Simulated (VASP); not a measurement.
# NaVP with SCAN: from relaxation to properties, part 3 of 5

Aim: relax NaVP, then compute properties on the relaxed cell. The cell is generated by rule, not measured, and may not be a known phase. Left out of this account: 4 further runs (self-consistent run: a volume scan without its fit; self-consistent run: a spoilt try).

VASP 6.6.1, plane waves and PAW; the level of theory is named at each step.

Still holding for the runs below: The cell holds one magnetic atom, so no antiferromagnetic order fits into it. The k-mesh is coarse for a metal.

So far, moment of the cell, from the last line of the log (μB): step 2 (rough relaxation of the start cell) 2.35; step 3 (relaxing cell and atoms (SCAN)) 2.35. The relaxed cell has a = 3.353, c = 5.915 Å (conventional setting).

## (4) Density, ELF and potential (SCAN)

Level of this step: SCAN, spin-polarised from a ferromagnetic start (one magnetic atom a cell); plane waves and PAW (Na_pv, V_sv, P); invented cell (VASP).

The relaxed cell gets a fresh self-consistent run, on a basis set for its own volume, to fix the density and to check the remaining stress.

INCAR reads:

```
SYSTEM = NaVP
PREC = Accurate
ENCUT = 400
EDIFF = 1E-06
NELM = 100
ISMEAR = -1
SIGMA = 0.05
LREAL = .FALSE.
ALGO = Normal
METAGGA = SCAN
LASPH = .TRUE.
NBANDS = 20
ISPIN = 2
MAGMOM = 0 2 0
LMAXMIX = 4
LORBIT = 11
LWAVE = .FALSE.
LCHARG = .TRUE.
ISIF = 2
LELF = .TRUE.
LVHAR = .TRUE.
```

POSCAR reads:

```
NaVP
1.0
    3.3529981911      0.0000000000      0.0000000000
    0.0000000000      3.3529981911      0.0000000000
    0.0000000000      0.0000000000      5.9153771581
Na V P
1 1 1
Direct
    0.5000000000      0.5000000000      0.0000000000
    0.5000000000      0.5000000000      0.5000000000
    0.0000000000      0.0000000000      0.5000000000
```

KPOINTS reads:

```
Automatic mesh
0
Gamma
7 7 4
0 0 0
```

Potentials, in the order of the species: Na_pv, V_sv and P (PBE family, release 64).

Run with:

```console
$ mpirun -np 1 vasp_std
```

Log:

```text
[... set-up lines as in an earlier step ...]
 entering main loop
       N       E                     dE             d eps       ncg     rms          rms(c)
DAV:   1     0.201107751355E+03    0.20111E+03   -0.12998E+04  2728   0.109E+03
DAV:   2    -0.265769220139E+02   -0.22768E+03   -0.22169E+03  2464   0.364E+02
DAV:   3    -0.381736160544E+02   -0.11597E+02   -0.11323E+02  2840   0.883E+01
DAV:   4    -0.384307866846E+02   -0.25717E+00   -0.25668E+00  2764   0.131E+01
DAV:   5    -0.384365331191E+02   -0.57464E-02   -0.57436E-02  2932   0.203E+00    0.208E+01
DAV:   6    -0.337525181451E+02    0.46840E+01   -0.34831E+01  2592   0.415E+01    0.138E+01
DAV:   7    -0.323866876374E+02    0.13658E+01   -0.19941E+01  2684   0.258E+01    0.617E+00
DAV:   8    -0.323574844779E+02    0.29203E-01   -0.14675E+00  2604   0.690E+00    0.182E+00
DAV:   9    -0.323922715743E+02   -0.34787E-01   -0.20660E-01  2636   0.276E+00    0.118E+00
DAV:  10    -0.324029373254E+02   -0.10666E-01   -0.21016E-02  2692   0.102E+00    0.425E-01
DAV:  11    -0.324072585235E+02   -0.43212E-02   -0.20258E-02  2532   0.774E-01    0.266E-01
DAV:  12    -0.324078590636E+02   -0.60054E-03   -0.40234E-03  2536   0.480E-01    0.132E-01
DAV:  13    -0.324082924042E+02   -0.43334E-03   -0.82295E-04  2512   0.192E-01    0.901E-02
DAV:  14    -0.324084866617E+02   -0.19426E-03   -0.31126E-04  2512   0.118E-01    0.432E-02
DAV:  15    -0.324085570774E+02   -0.70416E-04   -0.64469E-05  2552   0.610E-02    0.148E-02
DAV:  16    -0.324085998444E+02   -0.42767E-04   -0.24431E-05  2500   0.344E-02    0.378E-03
DAV:  17    -0.324085933854E+02    0.64589E-05   -0.38636E-06  2672   0.129E-02    0.282E-03
DAV:  18    -0.324085934256E+02   -0.40106E-07   -0.20275E-06  2264   0.886E-03
   1 F= -.32408593E+02 E0= -.32404430E+02  d E =-.832631E-02  mag=     2.3479
```

The job ended after 3.2 min (1 MPI rank of Intel Xeon Platinum 8488C (Sapphire Rapids), shared host; peak memory 0.2 GiB).

Parts of OUTCAR (step 4):

```text
  LATTYP: Found a simple tetragonal cell.
 ALAT       =     3.3529981911
 C/A-ratio  =     1.7642052936

The static configuration has the point symmetry D_4h.

 Found     30 irreducible k-points:

   ENCUT  =  400.0 eV  29.40 Ry    5.42 a.u.   5.47  5.47  9.65*2*pi/ulx,y,z

   NELECT =      25.0000    total number of electrons

 E-fermi :   4.4264

 spin component 1
 k-point     1 :       0.0000    0.0000    0.0000
  band No.  band energies     occupation
    ...
     12       3.2798      1.00000
     13       3.6193      1.00000
     14       3.6194      1.00000
     15       4.0392      0.99957
     16       4.0392      0.99957
     17       5.4868      0.00000
     18      10.3292      0.00000
     19      10.4066      0.00000
     20      12.9867      0.00000

 k-point     2 :       0.1429    0.0000    0.0000
  band No.  band energies     occupation
    ...
     11       1.7033      1.00000
     12       2.1449      1.00000
     13       3.6597      1.00000
     14       3.7427      1.00000
     15       3.8543      0.99999
     16       5.5445      0.00000
     17       5.6194      0.00000
     18       9.9267      0.00000
     19      11.2606      0.00000
     20      12.0412      0.00000

 k-point     3 :       0.2857    0.0000    0.0000
  band No.  band energies     occupation
    ...
     11       1.1404      1.00000
     12       2.2173      1.00000
     13       3.7525      1.00000
     14       4.2006      0.98919
     15       4.2454      0.97394
     16       5.8455      0.00000
     17       7.6264      0.00000
     18       8.4615      0.00000
     19      10.0858      0.00000
     20      11.7302      0.00000

 k-point     4 :       0.4286    0.0000    0.0000
  band No.  band energies     occupation
    ...
      9      -1.9219      1.00000
     10       0.4855      1.00000
     11       0.6197      1.00000
     12       2.7435      1.00000
     13       3.8291      0.99999
     14       4.8541      0.00019
     15       5.1024      0.00000
     16       6.0496      0.00000
     17       6.7167      0.00000
     18       8.6859      0.00000
    ...

  Total        0.0068379      0.0068379     -0.0042265      0.0000000      0.0000000     -0.0000000
  in kB        0.1647353      0.1647353     -0.1018220      0.0000000      0.0000000     -0.0000000
  external PRESSURE =       0.0758828 kB  Pullay stress =       0.0000000 kB

  energy-cutoff  :      400.00
  volume of cell :       66.50
      direct lattice vectors                 reciprocal lattice vectors
     3.352998191  0.000000000  0.000000000     0.298240543  0.000000000  0.000000000
     0.000000000  3.352998191  0.000000000     0.000000000  0.298240543  0.000000000
     0.000000000  0.000000000  5.915377158     0.000000000  0.000000000  0.169050928

 POSITION                                       TOTAL-FORCE (eV/Angst)
 -----------------------------------------------------------------------------------
      1.67650      1.67650      0.00000         0.000000      0.000000      0.000000
      1.67650      1.67650      2.95769         0.000000      0.000000      0.000000
      0.00000      0.00000      2.95769         0.000000      0.000000      0.000000
 -----------------------------------------------------------------------------------
    total drift:                                0.000000     -0.000000     -0.000000

  FREE ENERGIE OF THE ION-ELECTRON SYSTEM (eV)
  ---------------------------------------------------
  free  energy   TOTEN  =       -32.4085934256 eV

  energy  without entropy=      -32.4002671142  energy(sigma->0) =      -32.40443027

 magnetization (x)
# of ion       s       p       d       tot
------------------------------------------
    1        0.007   0.009   0.000   0.016
    2        0.050   0.021   2.021   2.092
    3       -0.015  -0.138   0.000  -0.152
--------------------------------------------------
tot          0.042  -0.108   2.021   1.955

[... 6 parts as in an earlier step ...]

[... 9 further parts left out ...]
```

With spin, VASP writes an ELF for each channel.

Numbers from this step:

```yaml
scf_cycles: 18
energy_at_zero_smearing: -32.40 eV
pressure: 0.007588 GPa
```

Valence electrons inside each PAW sphere by angular momentum. Sphere charges, by row:

| atom | s (e) | p (e) | d (e) | tot (e) |
| --- | --- | --- | --- | --- |
| Na1 | 0.088 | 5.971 | 0 | 6.059 |
| V2 | 2.227 | 6.17 | 3.146 | 11.54 |
| P3 | 1.037 | 1.529 | 0 | 2.566 |

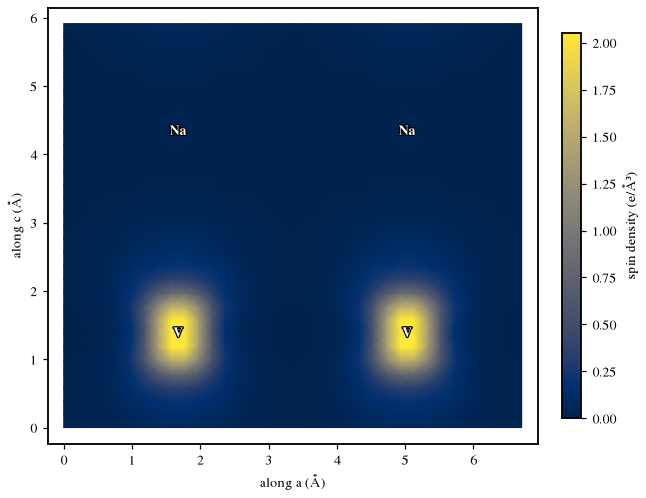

Spin density in the ac plane at fractional y = 0.500, with atoms of Na and V within 0.2 Å of it. The map starts off the cell's origin, so that atoms lie inside it.

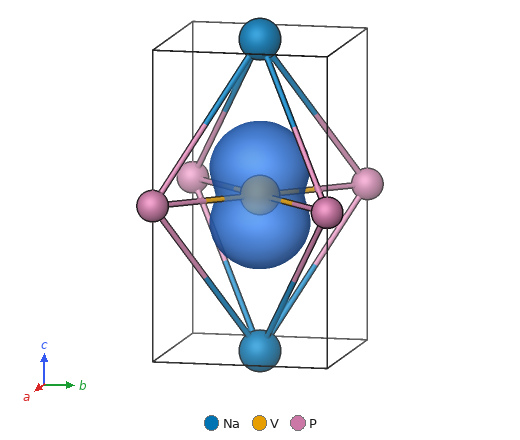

Surface of spin density = 0.08 e/Å³, which holds about 70 % of the integral of its size.

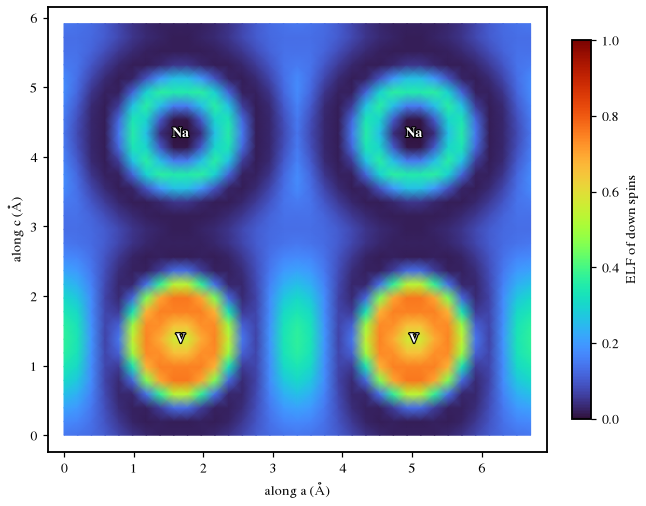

ELF of down spins in the ac plane at fractional y = 0.500, with atoms of Na and V within 0.2 Å of it. It is the smooth field of the valence electrons, not physical close to the nuclei. The map starts off the cell's origin, so that atoms lie inside it.

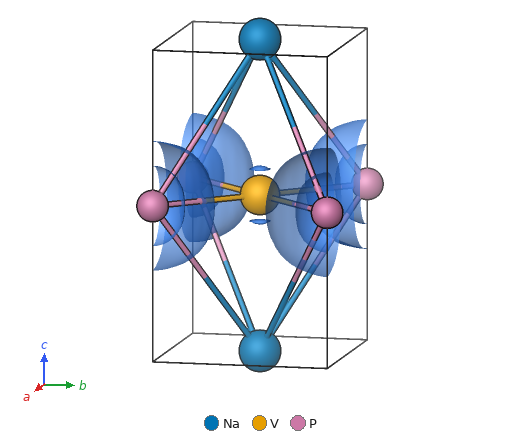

Surface of ELF of down spins = 0.77.

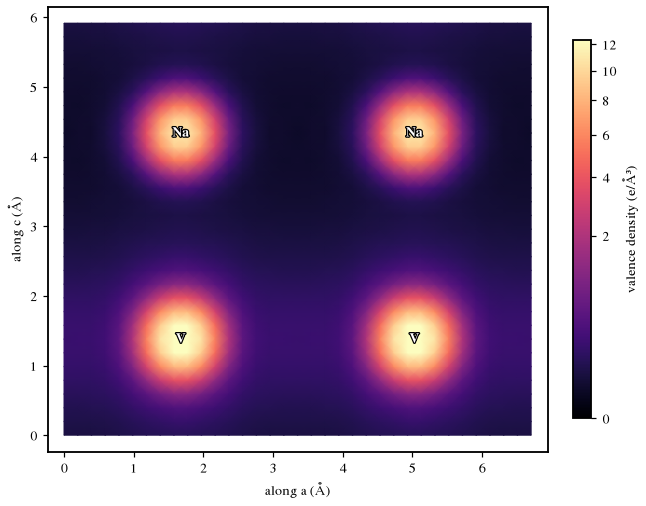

Valence density in the ac plane at fractional y = 0.500, with atoms of Na and V within 0.2 Å of it. It is the smooth field of the valence electrons, not physical close to the nuclei. The map starts off the cell's origin, so that atoms lie inside it. The colour scale is stretched toward low values.

In this run the pressure is 0.01 GPa, small enough to go on.

## (5) Bands along the symmetry lines (SCAN)

This step: SCAN, spin-polarised from a ferromagnetic start; plane waves and PAW (Na_pv, V_sv, P); invented cell (VASP 6.6.1).

Levels along the symmetry lines show where the bands peak and cross; KPOINTS_OPT computes them in the converged potential.

INCAR reads:

```
SYSTEM = NaVP
PREC = Accurate
ENCUT = 400
EDIFF = 1E-06
NELM = 100
ISMEAR = -1
SIGMA = 0.05
LREAL = .FALSE.
ALGO = Normal
METAGGA = SCAN
LASPH = .TRUE.
NBANDS = 27
ISPIN = 2
MAGMOM = 0.016 2.092 -0.152
LMAXMIX = 4
LORBIT = 11
LWAVE = .FALSE.
LCHARG = .FALSE.
```

POSCAR is that of step 4.

KPOINTS is that of step 4.

KPOINTS_OPT reads:

```
Line mode
16
Line-mode
Reciprocal
  0.00000000   0.00000000   0.00000000 GAMMA
  0.00000000   0.50000000   0.00000000 X

  0.00000000   0.50000000   0.00000000 X
  0.50000000   0.50000000   0.00000000 M

  0.50000000   0.50000000   0.00000000 M
  0.00000000   0.00000000   0.00000000 GAMMA

  0.00000000   0.00000000   0.00000000 GAMMA
  0.00000000   0.00000000   0.50000000 Z

  0.00000000   0.00000000   0.50000000 Z
  0.00000000   0.50000000   0.50000000 R

  0.00000000   0.50000000   0.50000000 R
  0.50000000   0.50000000   0.50000000 A

  0.50000000   0.50000000   0.50000000 A
  0.00000000   0.00000000   0.50000000 Z

  0.00000000   0.50000000   0.00000000 X
  0.00000000   0.50000000   0.50000000 R

  0.50000000   0.50000000   0.00000000 M
  0.50000000   0.50000000   0.50000000 A
```

Run with:

```console
$ mpirun -np 1 vasp_std
```

Log:

```text
[... set-up lines as in an earlier step ...]
 entering main loop
       N       E                     dE             d eps       ncg     rms          rms(c)
DAV:   1     0.208602508678E+03    0.20860E+03   -0.12395E+04  3552   0.810E+02
DAV:   2    -0.263084636826E+02   -0.23491E+03   -0.22478E+03  3331   0.291E+02
DAV:   3    -0.382013437464E+02   -0.11893E+02   -0.11730E+02  3845   0.713E+01
DAV:   4    -0.383930088580E+02   -0.19167E+00   -0.19140E+00  3754   0.936E+00
DAV:   5    -0.383963757194E+02   -0.33669E-02   -0.33666E-02  3811   0.132E+00    0.208E+01
DAV:   6    -0.337144569800E+02    0.46819E+01   -0.23332E+01  3446   0.304E+01    0.135E+01
DAV:   7    -0.324080811908E+02    0.13064E+01   -0.16117E+01  3408   0.184E+01    0.603E+00
DAV:   8    -0.323600069551E+02    0.48074E-01   -0.11881E+00  3676   0.512E+00    0.183E+00
DAV:   9    -0.323937714261E+02   -0.33764E-01   -0.17215E-01  3499   0.208E+00    0.121E+00
DAV:  10    -0.324034679357E+02   -0.96965E-02   -0.15334E-02  3704   0.684E-01    0.474E-01
DAV:  11    -0.324072881962E+02   -0.38203E-02   -0.16094E-02  3369   0.587E-01    0.260E-01
DAV:  12    -0.324079234962E+02   -0.63530E-03   -0.40556E-03  3372   0.374E-01    0.133E-01
DAV:  13    -0.324083066032E+02   -0.38311E-03   -0.63750E-04  3369   0.135E-01    0.844E-02
DAV:  14    -0.324084691909E+02   -0.16259E-03   -0.19457E-04  3369   0.791E-02    0.419E-02
DAV:  15    -0.324085731763E+02   -0.10399E-03   -0.60197E-05  3405   0.451E-02    0.137E-02
DAV:  16    -0.324085968518E+02   -0.23676E-04   -0.14872E-05  3411   0.218E-02    0.390E-03
DAV:  17    -0.324085944415E+02    0.24102E-05   -0.19203E-06  3568   0.687E-03    0.293E-03
DAV:  18    -0.324085924633E+02    0.19782E-05   -0.12057E-06  3144   0.535E-03    0.151E-03
DAV:  19    -0.324085914331E+02    0.10303E-05   -0.30149E-07  2547   0.289E-03    0.503E-04
DAV:  20    -0.324085908594E+02    0.57369E-06   -0.62984E-08  1770   0.131E-03
   1 F= -.32408591E+02 E0= -.32404427E+02  d E =-.832790E-02  mag=     2.3479
 Start KPOINTS_OPT (optional k-point list driver)
k-point batch [1-30\144]
       N       E                     dE             ncg
DAV:   1    -0.695512813709E+04   -0.23079E+05     3603
DAV:   2    -0.137286828498E+05   -0.67736E+04     3323
DAV:   3    -0.140575960696E+05   -0.32891E+03     3862
DAV:   4    -0.140625822914E+05   -0.49862E+01     3880
DAV:   5    -0.140626705439E+05   -0.88253E-01     3868
DAV:   6    -0.140626733178E+05   -0.27739E-02     3891
DAV:   7    -0.140626734303E+05   -0.11254E-03     3840
DAV:   8    -0.140626734354E+05   -0.50900E-05     3389
DAV:   9    -0.140626734357E+05   -0.24848E-06     2418
[...]
k-point batch [121-144\144]
       N       E                     dE             ncg
DAV:   1    -0.148964034684E+04   -0.25373E+05     2851
DAV:   2    -0.698167028764E+04   -0.54920E+04     2669
DAV:   3    -0.724337209230E+04   -0.26170E+03     2954
DAV:   4    -0.724728120509E+04   -0.39091E+01     2887
DAV:   5    -0.724734706658E+04   -0.65861E-01     2923
DAV:   6    -0.724734902335E+04   -0.19568E-02     2963
DAV:   7    -0.724734910083E+04   -0.77479E-04     3008
DAV:   8    -0.724734910424E+04   -0.34131E-05     2480
DAV:   9    -0.724734910443E+04   -0.18580E-06     1630
```

It took 10 min on 1 MPI rank; peak memory 0.25 GiB.

From OUTCAR (step 5):

```text
   k-points           NKPTS =     30   k-points in BZ     NKDIM =     30   number of bands    NBANDS=     27

   NELECT =      25.0000    total number of electrons

 E-fermi :   4.4265

 spin component 1
 k-point     1 :       0.0000    0.0000    0.0000
  band No.  band energies     occupation
    ...
     12       3.2800      1.00000
     13       3.6195      1.00000
     14       3.6196      1.00000
     15       4.0390      0.99957
     16       4.0391      0.99957
     17       5.4868      0.00000
     18      10.3294      0.00000
     19      10.4069      0.00000
     20      12.9867      0.00000
     21      15.6064      0.00000
    ...

 k-point     2 :       0.1429    0.0000    0.0000
  band No.  band energies     occupation
    ...
     11       1.7032      1.00000
     12       2.1450      1.00000
     13       3.6599      1.00000
     14       3.7429      1.00000
     15       3.8543      0.99999
     16       5.5445      0.00000
     17       5.6194      0.00000
     18       9.9269      0.00000
     19      11.2608      0.00000
     20      12.0412      0.00000
    ...

  Total        0.0024529      0.0024529     -0.0100238      0.0000000      0.0000000      0.0000000
  in kB        0.0590927      0.0590927     -0.2414874      0.0000000      0.0000000      0.0000000
  external PRESSURE =      -0.0411007 kB  Pullay stress =       0.0000000 kB

  FREE ENERGIE OF THE ION-ELECTRON SYSTEM (eV)
  ---------------------------------------------------
  free  energy   TOTEN  =       -32.4085908594 eV

  energy  without entropy=      -32.4002629562  energy(sigma->0) =      -32.40442691

 magnetization (x)
# of ion       s       p       d       tot
------------------------------------------
    1        0.007   0.009   0.000   0.016
    2        0.050   0.021   2.021   2.091
    3       -0.015  -0.138   0.000  -0.152
--------------------------------------------------
tot          0.042  -0.108   2.021   1.954

[... 9 parts as in an earlier step ...]

[... 13 further parts left out ...]
```

Numbers from this step:

```
SCF cycles : 20
bands      : 27
pressure   : -0.004110 GPa
```

Spin up. The electronic bands at the labelled points (eV, zero at the Fermi level; # counts the bands kept, so #1 is VASP's band 9):

| point | #3 | #4 | #5 | #6 | #7 | #8 | #9 | #10 |
| --- | --- | --- | --- | --- | --- | --- | --- | --- |
| Γ | -2.53 | -1.15 | -0.81 | -0.81 | -0.39 | -0.39 | 1.06 | 5.90 |
| X | -3.87 | -1.59 | -0.59 | 0.54 | 1.08 | 1.65 | 1.77 | 4.06 |
| M | -1.96 | -1.96 | -1.01 | -0.70 | 0.65 | 1.60 | 1.67 | 4.89 |
| Γ | -2.53 | -1.15 | -0.81 | -0.81 | -0.39 | -0.39 | 1.06 | 5.90 |
| Z | -1.86 | -1.15 | -0.81 | -0.81 | -0.38 | -0.38 | 1.65 | 4.47 |
| R | -3.87 | -1.22 | -0.58 | -0.25 | 0.57 | 1.28 | 4.11 | 5.12 |
| A | -2.01 | -2.01 | -0.96 | -0.84 | 0.65 | 1.69 | 1.87 | 3.80 |
| Z | -1.86 | -1.15 | -0.81 | -0.81 | -0.38 | -0.38 | 1.65 | 4.47 |
| jump to X | -3.87 | -1.59 | -0.59 | 0.54 | 1.08 | 1.65 | 1.77 | 4.06 |
| R | -3.87 | -1.22 | -0.58 | -0.25 | 0.57 | 1.28 | 4.11 | 5.12 |
| jump to M | -1.96 | -1.96 | -1.01 | -0.70 | 0.65 | 1.60 | 1.67 | 4.89 |
| A | -2.01 | -2.01 | -0.96 | -0.84 | 0.65 | 1.69 | 1.87 | 3.80 |

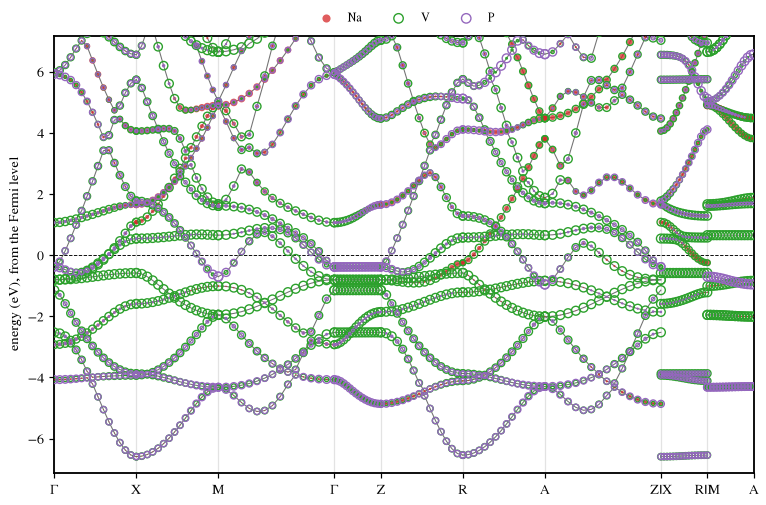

Electronic bands along the path; dots are coloured as in the legend, and their area grows with the weight.

Spin down. The electronic bands at the labelled points (eV, zero at the Fermi level; # counts the bands kept, so #1 is VASP's band 9):

| point | #1 | #2 | #3 | #4 | #5 | #6 | #7 |
| --- | --- | --- | --- | --- | --- | --- | --- |
| Γ | -3.90 | -2.10 | -1.30 | -0.38 | -0.38 | 0.44 | 2.17 |
| X | -6.11 | -3.34 | -3.16 | 0.73 | 1.26 | 2.38 | 2.47 |
| M | -4.16 | -4.16 | -1.28 | 0.48 | 0.48 | 1.86 | 2.58 |
| Γ | -3.90 | -2.10 | -1.30 | -0.38 | -0.38 | 0.44 | 2.17 |
| Z | -4.77 | -1.29 | -0.38 | -0.38 | 0.44 | 0.46 | 1.19 |
| R | -6.07 | -3.67 | -3.16 | 0.75 | 1.58 | 2.40 | 2.55 |
| A | -4.13 | -4.13 | -1.59 | 0.30 | 0.30 | 2.04 | 2.58 |
| Z | -4.77 | -1.29 | -0.38 | -0.38 | 0.44 | 0.46 | 1.19 |
| jump to X | -6.11 | -3.34 | -3.16 | 0.73 | 1.26 | 2.38 | 2.47 |
| R | -6.07 | -3.67 | -3.16 | 0.75 | 1.58 | 2.40 | 2.55 |
| jump to M | -4.16 | -4.16 | -1.28 | 0.48 | 0.48 | 1.86 | 2.58 |
| A | -4.13 | -4.13 | -1.59 | 0.30 | 0.30 | 2.04 | 2.58 |

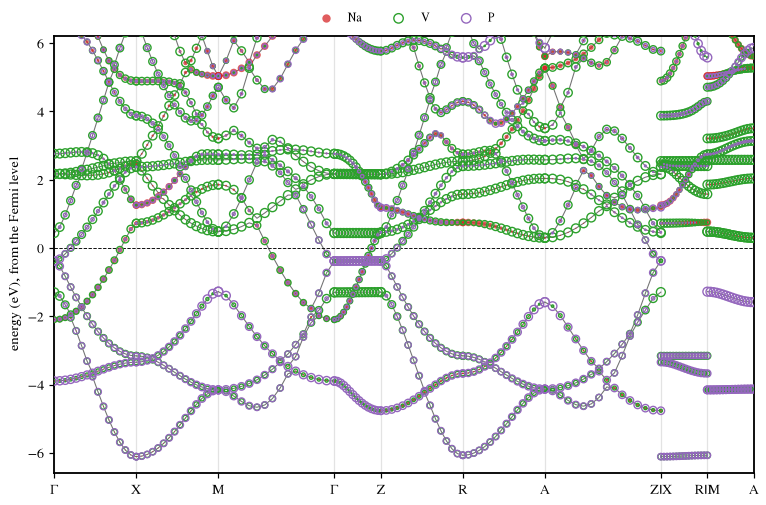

Electronic bands along the path; dots are coloured as in the legend, and their area grows with the weight.

There is no gap at this level.

Spin up: of the bands kept, 3 cross the Fermi level on this path. Spin down: of the bands kept, 2 cross the Fermi level on this path.

(Part 3 of 5 ends here.)

[Lines on the potential files, build, host, timing and source positions are cut from VASP's logs without a mark.]

[Logs are printed without paths, hosts, clocks, repeated set-up lines and the standing remarks that a program may print on its own settings, such as how far it seeks lower states.]

[Hosts, paths, dates, database ids (printed as entryN), source tags and the programs' standing remarks are cut or masked in the printed files.]

[A measured line is paired with the nearest computed mode of its activity, which favours agreement.]
